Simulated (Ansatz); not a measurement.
**Sr2Rh (Fm-3m): phonons and vibrational spectra**

Wanted: phonon frequencies of Sr2Rh (Fm-3m) and what follows from them.

Calculated with Ansatz 0.2.0; DFT PBEsol, scalar-relativistic, plane waves, PAW; PAW set soft_1.

### Step 1. The starting structure

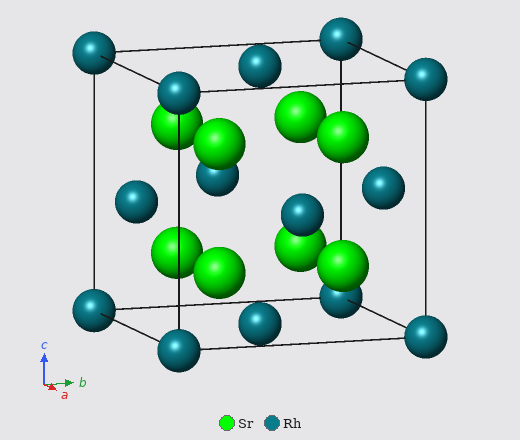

The starting structure, seen slightly off an axis (strontium green, rhodium blue). This picture shows the conventional cell, with its axes. Some periodic images of atoms are drawn too.

### Step 2. Bringing the structure to rest

Harmonic phonons are second derivatives at a point where the forces vanish, and they are wanted at zero stress, so atoms and cell are relaxed first.

File input.yaml:

```yaml
crystal:
  lattice:
    - [0.0, 3.65095511, 3.65095511]
    - [3.65095511, 0.0, 3.65095511]
    - [3.65095511, 3.65095511, 0.0]
  atoms:
    - { symbol: Sr, position: [0.75, 0.75, 0.75] }
    - { symbol: Sr, position: [0.25, 0.25, 0.25] }
    - { symbol: Rh, position: [0.0, 0.0, 0.0] }
kpoints:
  mp_grid: { grid: [10, 10, 10] }
hamiltonian:
  xc: pbesol
  pseudopotentials: { kind: paw, azcp: { folder: soft_1 }, xc_functional: pbe }
scf:
  occupations: { method: gaussian, width: 0.1 }
output:
  forces: true
  stress: true
  eigenvalues: true
relax:
  adjacent_minimum: "off"
  f_tol: 0.005
  max_steps: 80
  cell: { stress_tol: 0.05 }
```

The run is started by

```sh
> ansatz run input.yaml --threads 4 --pin off --max-ram 10240MiB --backend cpu --events-out ev --progress --plain --runs-dir out
```

Numbers of over 12 decimals in the logs are rounded to 6 here.

Output:

```text
Engine: ansatz 0.2.0, aarch64-unknown-linux-gnu
Pseudopotentials: kind: paw
Pseudopotential: Sr, paw, valence charge 10, recommended cutoff 420 eV (normal), soft_1/Sr.paw.azcp
Pseudopotential: Rh, paw, valence charge 17, recommended cutoff 420 eV (normal), soft_1/Rh.paw.azcp
Functional definition: PBEsol
  exchange = pbesol_x
  correlation = pbesol_c
Crystal: 3 atoms, lattice volume = 97.331 Å³
Basis set: ecut = 420 eV, 1917 PW (Γ), exchange–correlation on 72×72×72 points (8 copies of the dense FFT grid, shifted against one another)
Bands: 23, of which v1, the nominal top of the filled ones, is band 19 counted from 1 (18 counted from 0)
Symmetry: 48 space group operations
Space group: Fm-3m (ITA 225), of the structure as read, at distance tolerance 4.6e-5 Å
k-points: 47 of 1000
Non-local potential: Sr, projectors of the file, l = 0: 3, l = 1: 2, l = 2: 2
Non-local potential: Rh, projectors of the file, l = 0: 3, l = 1: 2, l = 2: 2, l = 3: 1
PAW form: soft (Blöchl's): semilocal exchange-correlation on the pseudo side does not see the compensation charge
PAW frozen core: Sr, regenerated for the run's functional, and the local potential with it (the file was generated under x = pbe(κ = 0.804, μ = 0.219515), c = pbe(β = 0.066725))
PAW frozen core: Rh, regenerated for the run's functional, and the local potential with it (the file was generated under x = pbe(κ = 0.804, μ = 0.219515), c = pbe(β = 0.066725))
PAW one-centre angular grid: Sr, 110 points (default); XC on 64 Gauss nodes
PAW one-centre angular grid: Rh, 590 points (default); XC on 64 Gauss nodes
Initial density: superposition of atomic densities (chi_scale 0.1, normalization cell, long waves kept (reshape's long-wave potential 0.00 eV rms))
Initial wavefunctions: pseudopotential atomic-orbital guess
Functional: x = pbesol(κ = 0.804, μ = 0.123457), c = pbesol(β = 0.046)
SCF iter   1: F=—  HF=-13331.981781 eV  |F-HF|=—  |Δ(HF+E_count)|=         —  Δρ=2.36e-1  dr2=1.10e2  ethr=3.10e-3  ⟨swp⟩=9.2  Hψ=6764  notcnv=0
preconditioner: auto → Kerker (q_TF=auto, 2.322 Å⁻¹)  [metal: Δε(μ)=0.007 eV  Ē_g=2.350 eV  σ=0.100 eV  W_gap=0.04  n_scr=14 (ndim 8)  ℏωp=13.6 eV  f_vac=0.000  D(μ)=8.12/eV (n_scr^D=112)]
SCF iter   2: F=—  HF=-13324.517571 eV  |F-HF|=—  |Δ(HF+E_count)|=    7.46e0  Δρ=8.43e-2  dr2=1.32e1  ethr=3.10e-3  ⟨swp⟩=3.3  Hψ=2829  notcnv=0
SCF iter   3: F=—  HF=-13323.437245 eV  |F-HF|=—  |Δ(HF+E_count)|=    1.08e0  Δρ=1.23e-2  dr2=2.60e-1  ethr=3.10e-3  ⟨swp⟩=3.1  Hψ=2137  notcnv=0
SCF iter   4: F=—  HF=-13323.418182 eV  |F-HF|=—  |Δ(HF+E_count)|=   1.91e-2  Δρ=2.34e-3  dr2=7.83e-3  ethr=7.02e-4  ⟨swp⟩=2.0  Hψ=1492  notcnv=0
SCF iter   5: F=—  HF=-13323.418429 eV  |F-HF|=—  |Δ(HF+E_count)|=   2.47e-4  Δρ=1.05e-3  dr2=2.40e-3  ethr=2.12e-5  ⟨swp⟩=2.1  Hψ=1378  notcnv=0  defer=2
SCF iter   6: F=—  HF=-13323.418215 eV  |F-HF|=—  |Δ(HF+E_count)|=   2.14e-4  Δρ=3.41e-4  dr2=3.97e-4  ethr=6.49e-6  ⟨swp⟩=1.4  Hψ=1097  notcnv=0  defer=2
SCF iter   7: F=—  HF=-13323.418141 eV  |F-HF|=—  |Δ(HF+E_count)|=   7.42e-5  Δρ=1.28e-4  dr2=3.76e-5  ethr=1.07e-6  ⟨swp⟩=2.3  Hψ=1527  notcnv=0  defer=2
SCF iter   8: F=—  HF=-13323.418134 eV  |F-HF|=—  |Δ(HF+E_count)|=   6.88e-6  Δρ=4.19e-5  dr2=4.19e-6  ethr=1.02e-7  ⟨swp⟩=1.1  Hψ=1089  notcnv=0  defer=2
SCF iter   9: F=—  HF=-13323.418133 eV  |F-HF|=—  |Δ(HF+E_count)|=   4.85e-7  Δρ=9.35e-6  dr2=2.22e-7  ethr=1.13e-8  ⟨swp⟩=2.3  Hψ=1641  notcnv=0  defer=2
SCF iter  10: F=-13323.418133 eV  HF=-13323.418133 eV  |F-HF|=5.88e-9  |Δ(HF+E_count)|=   3.55e-8  Δρ=2.80e-6  dr2=1.12e-8  ethr=2.70e-10  ⟨swp⟩=7.4  Hψ=5459  notcnv=0
SCF 1 converged in 10 iterations: F = -13323.418133 eV  dr2 = 1.12e-8
  greatest PAW one-centre occupation: 0.999 electrons in one spin orbital (limit 2), on the Rh atom at site 2 (counted from 0), in its partial waves of l = 0
relax step   1: F+E_penalty+E_count = -13323.41813337 eV  Δ(F+E_penalty+E_count) = +0.000e0 eV  max|allowed force component| = 5.782e-18 eV/Å  Δτ_max = 0.0000 Å  P = -1.423 GPa  Ω = 97.331 Å³  (10 SCF iters, dr2 threshold 1.00e-7 eV, accepted)
Crystal: 3 atoms, lattice volume = 93.444 Å³
Basis set: ecut = 420 eV, 1837 PW (Γ), exchange–correlation on 72×72×72 points (8 copies of the dense FFT grid, shifted against one another)
Initial density: handed on by an earlier stage of this run
Initial wavefunctions: those handed on with the density
iter 1 solved again at ethr=1.90e-4 eV; its pass at ethr=3.10e-3 eV (dr2=7.01e-2 eV) is discarded
SCF iter   1: F=—  HF=-13323.445954 eV  |F-HF|=—  |Δ(HF+E_count)|=         —  Δρ=6.32e-3  dr2=7.06e-2  ethr=1.90e-4  ⟨swp⟩=1.0  Hψ=6292  notcnv=0
preconditioner: auto → Kerker (q_TF=auto, 2.338 Å⁻¹)  [metal: Δε(μ)=0.022 eV  Ē_g=10.884 eV  σ=0.100 eV  W_gap=0.12  n_scr=14 (ndim 8)  ℏωp=19.2 eV  f_vac=0.000  D(μ)=2.88/eV (n_scr^D=14)]
SCF iter   2: F=—  HF=-13323.438539 eV  |F-HF|=—  |Δ(HF+E_count)|=   7.41e-3  Δρ=1.98e-3  dr2=7.05e-3  ethr=1.90e-4  ⟨swp⟩=1.7  Hψ=1125  notcnv=0
SCF iter   3: F=—  HF=-13323.437811 eV  |F-HF|=—  |Δ(HF+E_count)|=   7.28e-4  Δρ=5.26e-4  dr2=2.58e-4  ethr=1.90e-5  ⟨swp⟩=2.0  Hψ=1264  notcnv=0
SCF iter   4: F=—  HF=-13323.437780 eV  |F-HF|=—  |Δ(HF+E_count)|=   3.04e-5  Δρ=1.08e-4  dr2=3.14e-5  ethr=6.98e-7  ⟨swp⟩=2.1  Hψ=1897  notcnv=0
SCF iter   5: F=—  HF=-13323.437774 eV  |F-HF|=—  |Δ(HF+E_count)|=   5.95e-6  Δρ=5.40e-5  dr2=6.59e-6  ethr=8.49e-8  ⟨swp⟩=2.6  Hψ=1641  notcnv=0
SCF iter   6: F=-13323.437773 eV  HF=-13323.437773 eV  |F-HF|=4.67e-8  |Δ(HF+E_count)|=   9.82e-7  Δρ=1.30e-5  dr2=1.50e-7  ethr=8.11e-10  ⟨swp⟩=5.7  Hψ=5906  notcnv=0
SCF 2 converged in 6 iterations: F = -13323.437773 eV  dr2 = 1.50e-7
relax step   2: F+E_penalty+E_count = -13323.43777330 eV  Δ(F+E_penalty+E_count) = -1.964e-2 eV  max|allowed force component| = 7.556e-17 eV/Å  Δτ_max = 0.0000 Å  P = -0.135 GPa  Ω = 93.444 Å³  energy of the carried Pulay correction = +1.940e-4 eV  (6 SCF iters, dr2 threshold 3.00e-7 eV, accepted)
Crystal: 3 atoms, lattice volume = 93.054 Å³
iter 1 solved again at ethr=1.74e-6 eV; its pass at ethr=3.10e-3 eV (dr2=6.45e-4 eV) is discarded
SCF iter   1: F=—  HF=-13323.438035 eV  |F-HF|=—  |Δ(HF+E_count)|=         —  Δρ=6.49e-4  dr2=7.27e-4  ethr=1.74e-6  ⟨swp⟩=2.7  Hψ=6092  notcnv=0
preconditioner: auto → Kerker (q_TF=auto, 2.340 Å⁻¹)  [metal: Δε(μ)=0.028 eV  Ē_g=10.905 eV  σ=0.100 eV  W_gap=0.16  n_scr=14 (ndim 8)  ℏωp=19.2 eV  f_vac=0.000  D(μ)=2.87/eV (n_scr^D=14)]
SCF iter   2: F=—  HF=-13323.437958 eV  |F-HF|=—  |Δ(HF+E_count)|=   7.78e-5  Δρ=1.95e-4  dr2=6.53e-5  ethr=1.74e-6  ⟨swp⟩=2.0  Hψ=1217  notcnv=0
SCF iter   3: F=—  HF=-13323.437950 eV  |F-HF|=—  |Δ(HF+E_count)|=   7.26e-6  Δρ=5.50e-5  dr2=3.00e-6  ethr=1.76e-7  ⟨swp⟩=2.0  Hψ=1254  notcnv=0
SCF iter   4: F=—  HF=-13323.437948 eV  |F-HF|=—  |Δ(HF+E_count)|=   2.81e-6  Δρ=1.25e-5  dr2=4.40e-7  ethr=8.11e-9  ⟨swp⟩=2.2  Hψ=1511  notcnv=0
iter 5 did not close the SCF: its close was put off for the readings that it lacked (scf_convergence_deferred on its scf_iter line)
SCF iter   5: F=-13323.437947 eV  HF=-13323.437948 eV  |F-HF|=9.44e-9  |Δ(HF+E_count)|=   8.14e-8  Δρ=3.46e-6  dr2=3.01e-8  ethr=1.19e-9  ⟨swp⟩=1.7  Hψ=1205  notcnv=0
SCF iter   6: F=-13323.437948 eV  HF=-13323.437948 eV  |F-HF|=1.13e-9  |Δ(HF+E_count)|=   5.12e-9  Δρ=9.87e-7  dr2=1.75e-9  ethr=8.13e-11  ⟨swp⟩=3.0  Hψ=4203  notcnv=0
SCF 3 converged in 6 iterations: F = -13323.437948 eV  dr2 = 1.75e-9
relax step   3: F+E_penalty+E_count = -13323.43794750 eV  Δ(F+E_penalty+E_count) = -1.742e-4 eV  max|allowed force component| = 6.052e-17 eV/Å  Δτ_max = 0.0000 Å  P = +0.009 GPa  Ω = 93.054 Å³  energy of the carried Pulay correction = +2.139e-4 eV  (6 SCF iters, dr2 threshold 4.57e-8 eV, accepted)
Initial wavefunctions: pseudopotential atomic-orbital guess (no wavefunctions were taken with the density)
iter 1 solved again at ethr=3.49e-6 eV; its pass at ethr=3.10e-3 eV (dr2=1.29e-3 eV) is discarded
SCF iter   1: F=—  HF=-13323.437707 eV  |F-HF|=—  |Δ(HF+E_count)|=         —  Δρ=4.00e-5  dr2=3.13e-7  ethr=3.49e-6  ⟨swp⟩=3.1  Hψ=9138  notcnv=0
eigensolver tolerance schedule: the retry pair's looser diagonalisation over-reported the residual by 4117.55 of it (diagonalisation noise at an unbounded share of the residual, at the tolerance the schedule requests for it); recorded, not acted on — ethr = c·dr2/N_el stays at c = 1.0e-1
preconditioner: auto → Kerker (q_TF=auto, 2.340 Å⁻¹)  [metal: Δε(μ)=0.029 eV  Ē_g=10.907 eV  σ=0.100 eV  W_gap=0.16  n_scr=14 (ndim 8)  ℏωp=19.2 eV  f_vac=0.000  D(μ)=2.87/eV (n_scr^D=14)]
SCF iter   2: F=—  HF=-13323.437710 eV  |F-HF|=—  |Δ(HF+E_count)|=   2.48e-6  Δρ=2.05e-5  dr2=7.36e-8  ethr=8.47e-10  ⟨swp⟩=3.2  Hψ=2538  notcnv=0
SCF iter   3: F=—  HF=-13323.437710 eV  |F-HF|=—  |Δ(HF+E_count)|=   6.72e-8  Δρ=8.00e-6  dr2=1.08e-8  ethr=1.99e-10  ⟨swp⟩=2.2  Hψ=1943  notcnv=0
SCF iter   4: F=—  HF=-13323.437710 eV  |F-HF|=—  |Δ(HF+E_count)|=   1.43e-8  Δρ=3.33e-7  dr2=8.51e-11  ethr=2.91e-11  ⟨swp⟩=2.0  Hψ=1932  notcnv=0
iter 5 did not close the SCF: its close was put off for the readings that it lacked (scf_convergence_deferred on its scf_iter line)
SCF iter   5: F=-13323.437710 eV  HF=-13323.437710 eV  |F-HF|=1.82e-12  |Δ(HF+E_count)|=  2.00e-11  Δρ=7.68e-8  dr2=3.98e-12  ethr=1.00e-12  ⟨swp⟩=1.6  Hψ=1288  notcnv=0
SCF iter   6: F=-13323.437710 eV  HF=-13323.437710 eV  |F-HF|=3.64e-12  |Δ(HF+E_count)|=  1.82e-12  Δρ=1.79e-8  dr2=3.64e-13  ethr=1.00e-12  ⟨swp⟩=5.6  Hψ=5245  notcnv=0
SCF 4 converged in 6 iterations: F = -13323.437710 eV  dr2 = 3.64e-13
relax step   4: F+E_penalty+E_count = -13323.43770999 eV  Δ(F+E_penalty+E_count) = +2.375e-4 eV  max|allowed force component| = 5.166e-17 eV/Å  Δτ_max = 0.0000 Å  P = +0.011 GPa  Ω = 93.054 Å³  stress off target by 1.12e-2 GPa  SCF on the basis re-selected at this cell (its energy is not comparable with the rows above)  (6 SCF iters)
basis re-selected at this cell: Δ(F+E_penalty+E_count) = +2.375e-4 eV, ΔP = +0.002 GPa vs the last step (what re-selecting the basis moved, of the pressure what is left beyond the Pulay correction that the steps carried, after the strain that the cell walked since its last selection, with what the two solves' SCF thresholds leave and, on support functions, any second-order correction that the steps lacked; it is no m [...]
SCF converged after 6 iterations
Free energy (F): -13323.437710 eV
Harris-Foulkes:  -13323.437710 eV  (|F-HF|=3.64e-12)
Internal energy: -13323.423362 eV  (E = F + TS)
E sigma→0 (E₀):  -13323.430536 eV
Entropy (-TS):   -0.014348 eV (-4.783 meV/atom)
Fermi energy:    8.907540 eV
--- Per-component energies (eV) ---
  E_band       = -457.873067
  E_kinetic    = 1007.140133
  E_local      = -4157.717704  (includes V_loc(G=0)·N_el)
  E_nonlocal   = 774.243757
  E_hartree    = 1430.380457
  E_xc         = -546.991014
  E_vxc        = -561.954748  (∫ρ·V_xc dr)
  E_paw        = -8823.060088  (= ΣΔE_a)
  E_vpaw       = -380.345504  (= ΣTr[D̂ρ^β])
  E_aug_tail   = 0.000077  (compensation charges beyond the density's cutoff)
  E_ewald      = -3007.963876
  E_core_change = 0.544896  (= ΣΔE_core)
  E_smearing   = -0.014348  (= −TS)
  E_closure    = 0.000000  (closes the sum)
  Σ components = -13323.437710   (vs F -13323.437710, Δ=0.00e0)
--- Forces (eV/Å), atoms counted from 1 ---
  atom   1  Sr     0.00000000     0.00000000     0.00000000
  atom   2  Sr    -0.00000000    -0.00000000    -0.00000000
  atom   3  Rh    -0.00000000     0.00000000    -0.00000000
  max |Σ_I F_I| component: 4.63e-18 eV/Å
--- Stress (GPa, compression-positive) ---
        0.011185       0.000000       0.000000
        0.000000       0.011185       0.000000
        0.000000       0.000000       0.011185
  P = ⅓ Tr σ = 0.0112 GPa (0.112 kbar)
--- Band table (eV; the first three rows and the last of 47) ---
  k-point 0: bands = [... 15 lower, 7.8271, 7.8271, 7.8271, 9.5470, 9.5470, 9.5470, 11.6795, 11.6795]
  k-point 1: bands = [... 15 lower, 7.7830, 7.8120, 7.8120, 9.4565, 9.6403, 9.6403, 11.6974, 11.6974]
  k-point 2: bands = [... 15 lower, 7.6873, 7.7748, 7.7748, 9.2176, 9.9006, 9.9006, 11.7653, 11.7653]
  k-point 46: bands = [... 15 lower, 7.6430, 7.6872, 7.9140, 9.1055, 10.0237, 10.3193, 11.6468, 11.8961]
--- Relaxed structure (3 steps of the walk, 3 accepted, 1 SCFs on fresh bases) ---
  F+E_penalty+E_count = -13323.43770999 eV   max|allowed force component| = 5.166e-17 eV/Å   (the final SCF, on the basis selected at the relaxed cell)
  cell:  # Å, volume = 93.0538 Å³
    - [0, 3.596676, 3.596676]
    - [3.596676, 0, 3.596676]
    - [3.596676, 3.596676, 0]
  atoms:
    - { symbol: Sr, position: [0.750000, 0.750000, 0.750000] }
    - { symbol: Sr, position: [0.250000, 0.250000, 0.250000] }
    - { symbol: Rh, position: [0, 0, 0] }
```

Elapsed: 5.8 s, on 4 threads of Arm Neoverse V2, shared host; peak memory 0.45 GiB; 22 s of CPU time.

Relaxation path:

```csv
step,energy less that of the first step (eV),largest force component (eV/Å),pressure (GPa),volume (Å³)
1,0.0000,0.0000,-1.42,97.33
2,-0.0196,0.0000,-0.14,93.44
3,-0.0198,0.0000,0.01,93.05
4*,-0.0196,0.0000,0.01,93.05
```

Relaxation steps marked * repeat the geometry before them on a plane-wave basis chosen anew for their cell, so energy and pressure can jump there.

Forces are held to the 48 operations that the run works with; a distortion that breaks them can't arise in this run.

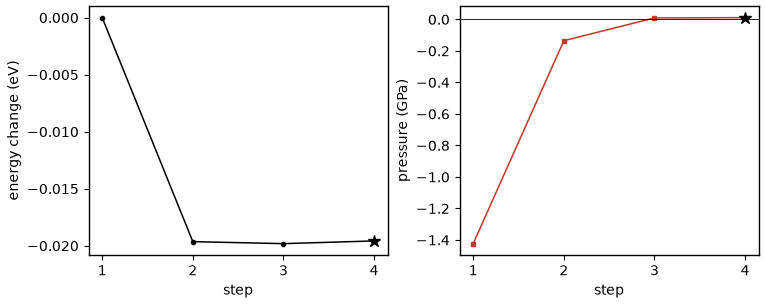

Energy and pressure along the relaxation. Stars mark steps on a basis chosen anew.

```csv
"conventional cell, symmetrised",before,after,change
a (Å),7.302,7.193,-1.5 %
b (Å),7.302,7.193,-1.5 %
c (Å),7.302,7.193,-1.5 %
volume (Å³/atom),32.44,31.02,-4.4 %
```

The relaxed structure:

```cif
data_structure
_symmetry_space_group_name_H-M 'P 1'
_symmetry_Int_Tables_number 1
_cell_length_a 5.0865
_cell_length_b 5.0865
_cell_length_c 5.0865
_cell_angle_alpha 60.000
_cell_angle_beta 60.000
_cell_angle_gamma 60.000
_cell_volume 93.05
loop_
_atom_site_label
_atom_site_type_symbol
_atom_site_fract_x
_atom_site_fract_y
_atom_site_fract_z
_atom_site_occupancy
Sr1 Sr 0.75000 0.75000 0.75000 1
Sr2 Sr 0.25000 0.25000 0.25000 1
Rh3 Rh 0.00000 0.00000 0.00000 1
```

This step gave:

* pressure: 0.01119 GPa
* volume per atom: 31.02 Å³
* gap on the k-mesh: 0 eV

In this step the volume went from 32.44 to 31.02 Å³/atom.

### Step 3. Relaxing to small forces for the phonons

Phonons need a cell at rest on their own settings, so the relaxation is repeated with tight tolerances on forces and stress, using the mesh and the filling of the phonon run that follows.

input.yaml, the sections that differ from step 2:

```yaml
crystal:
  lattice:
    - [0.0, 3.5966760962, 3.5966760962]
    - [3.5966760962, 0.0, 3.5966760962]
    - [3.5966760962, 3.5966760962, 0.0]
  atoms:
    - { symbol: Sr, position: [0.75, 0.75, 0.75] }
    - { symbol: Sr, position: [0.25, 0.25, 0.25] }
    - { symbol: Rh, position: [0.0, 0.0, 0.0] }
kpoints:
  mp_grid: { grid: [12, 12, 12] }
scf:
  occupations: { method: methfessel_paxton, width: 0.2 }
relax:
  adjacent_minimum: "off"
  f_tol: 0.001
  max_steps: 60
  cell: { stress_tol: 0.01 }
# hamiltonian, output: as in step 2
```

Output:

```text
[...]
Crystal: 3 atoms, lattice volume = 93.054 Å³
Basis set: ecut = 420 eV, 1837 PW (Γ), exchange–correlation on 72×72×72 points (8 copies of the dense FFT grid, shifted against one another)
Bands: 23, of which v1, the nominal top of the filled ones, is band 19 counted from 1 (18 counted from 0)
Symmetry: 48 space group operations
[...]
k-points: 72 of 1728
[...]
k-point 71: bands = [... 15 lower, 7.5944, 7.6850, 7.9123, 9.5416, 9.5416, 10.2907, 11.8927, 11.9224]
--- Relaxed structure (2 steps of the walk, 2 accepted, 1 SCFs on fresh bases) ---
[...]
cell:  # Å, volume = 93.0931 Å³
    - [0, 3.597182, 3.597182]
    - [3.597182, 0, 3.597182]
    - [3.597182, 3.597182, 0]
  atoms:
    - { symbol: Sr, position: [0.75, 0.75, 0.75] }
    - { symbol: Sr, position: [0.25, 0.25, 0.25] }
    - { symbol: Rh, position: [0, 0, 0] }
[key lines of the parts left out:]
SCF converged after 10 iterations
Free energy (F): -13323.430478 eV
Fermi energy:    8.906573 eV
P = ⅓ Tr σ = 0.0004 GPa (0.004 kbar)
```

Elapsed: 6.6 s, on 4 threads; peak memory 0.47 GiB.

Little changed from the start: no atom moved by 0.005 Å and no cell edge by 0.1 %.

Numbers from this step:

* pressure: 4.35e-4 GPa
* volume per atom: 31.03 Å³

The forces vanish by symmetry and the pressure is 0.000 GPa, within the tolerances set. The cell now holds 31.03 Å³/atom.

[end of part 1 of 2]

[Logs are printed without paths, hosts, clocks, repeated set-up lines and the standing remarks that a program may print on its own settings, such as how far it seeks lower states.]

[Hosts, paths, dates, database ids (printed as entryN), source tags and the programs' standing remarks are cut or masked in the printed files.]
